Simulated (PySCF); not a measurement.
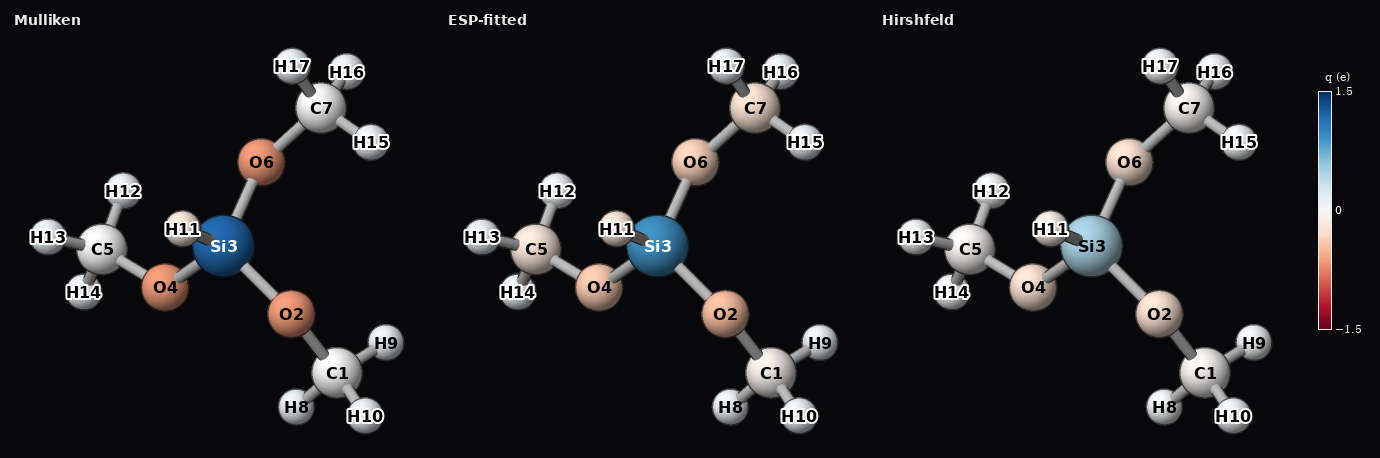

Atomic charges of one calculation by 3 schemes, on one colour scale. The computed structure is the end point of a GFN2-xTB optimisation. No frequency run is at hand to confirm it as a minimum. Method: PBE0/pcSseg-1 (PySCF 2.14.0).

> Which scheme gives the most polar picture (largest mean size of the charges)?

The Mulliken charges are the largest in size here, and the Hirshfeld charges the smallest.

> On which atom do the schemes disagree most?

On Si3 (from 0.49 to 1.17 e).

List the charges (e), one line for each set of equivalent atoms.

| atom | Mulliken | ESP-fitted | Hirshfeld |
| --- | --- | --- | --- |
| C1 | 0.00 | −0.08 | −0.03 |
| O2 | −0.64 | −0.45 | −0.23 |
| Si3 | 1.17 | 0.93 | 0.49 |
| O4 | −0.64 | −0.39 | −0.23 |
| C5 | 0.00 | −0.17 | −0.03 |
| O6 | −0.65 | −0.34 | −0.23 |
| C7 | −0.01 | −0.22 | −0.03 |
| H8 | 0.11 | 0.07 | 0.04 |
| H9 | 0.10 | 0.09 | 0.04 |
| H10 | 0.11 | 0.10 | 0.05 |
| H11 | −0.19 | −0.18 | −0.09 |
| H12 | 0.11 | 0.08 | 0.04 |
| H13 | 0.10 | 0.10 | 0.04 |
| H14 | 0.11 | 0.13 | 0.05 |
| H15 | 0.10 | 0.12 | 0.04 |
| H16 | 0.12 | 0.12 | 0.05 |
| H17 | 0.10 | 0.10 | 0.04 |

The geometry is semi-empirical. Around Si such bond lengths and angles can be off by a tenth of an ångström or more and by several degrees, and values that hang on the shape move with them.
